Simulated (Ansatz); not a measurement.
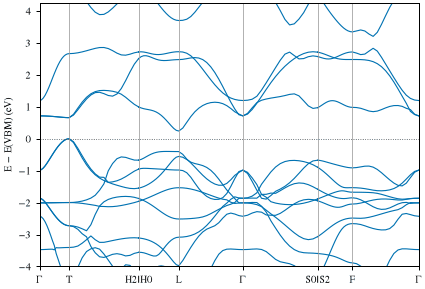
Fig. 1. Band structure from PBE (plane waves, PAW; program Ansatz)

Question: Read off the gap and where the band edges lie.

Answer: About 0.2 eV (0.24 eV by a search for the band edges); maximum at T, minimum at L.

Question: Which of these materials gives this?
A) GeS2, R-3m (Ge on 3a, S on 6c)
B) CeO2, R3m (Ce on 3a, O on 3a, O on 3a)
C) NbCuN2, R-3m (Nb on 3b, Cu on 3a, N on 6c)
D) MoS2, R3m (Mo on 3a, S on 3a, S on 3a)

Answer: C, NbCuN2, R-3m (Nb on 3b, Cu on 3a, N on 6c)

The start of the workflow was typed in or built on a structure type; neither database checked (COD, Materials Project) lists it. Its standing as an ambient phase is unchecked. The cell was relaxed with PBE under the symmetry of its start; its stability against distortions is not shown here. The workflow began spin-polarised and lost its moments. Spin–orbit coupling is left out wherever it is not named.

Potentials: the later of the program's two PAW sets.
